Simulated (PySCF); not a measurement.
Consider C3H8BF2N.

```csv
atom,x (Å),y (Å),z (Å)
C,1.0113,1.0283,1.2975
C,0.5690,0.1132,0.4466
B,-0.8586,-0.6375,0.5338
N,-1.7592,-0.0101,-0.6902
C,1.4667,-0.3190,-0.6781
F,2.5546,0.4719,-0.8738
F,0.7998,-0.2875,-1.8866
H,1.9846,1.4905,1.2192
H,0.4026,1.3401,2.1286
H,-0.7640,-1.8036,0.3129
H,-1.4352,-0.3854,1.5397
H,-1.2704,-0.1742,-1.5661
H,-2.6704,-0.4540,-0.7114
H,-1.8603,0.9884,-0.5424
H,1.8252,-1.3528,-0.5518
```

Geometry: GFN2-xTB.

All numbers below come from PySCF, wB97X-D/def2-SVPD, SCF density, gas phase.

Question: What can the converged electron density and electron localisation function tell about the bonding?

Answer: C–C (1.33 Å): ρ is about 2.3 e/Å³ halfway; the ELF peaks at about 0.90 between the atoms: a short, multiple covalent bond.
C–F (1.36 Å): ρ is about 2.2 e/Å³ halfway, with its minimum of 1.7 e/Å³ about 0.5 Å from C; the ELF peaks at about 0.85 between the atoms, as expected for a shared but strongly polarised pair.
C–B (1.62 Å): ρ at the midpoint is about 1.3 e/Å³; the ELF peaks at about 1 between the atoms; a shared electron pair.
C–C (1.50 Å): ρ at the midpoint is about 1.8 e/Å³; the ELF peaks at about 1 between the atoms, as expected for a covalent bond.

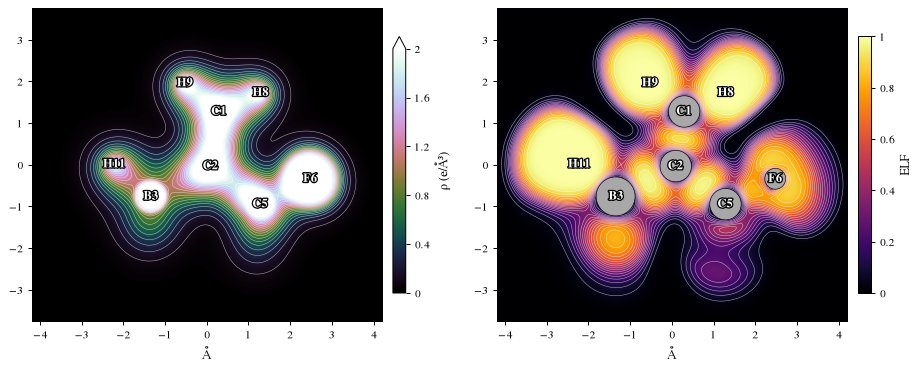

Computed electron density and electron localisation function on the plane of atoms C1, C2 and B3, in this order. Grey discs cover the atomic cores in the ELF map. 
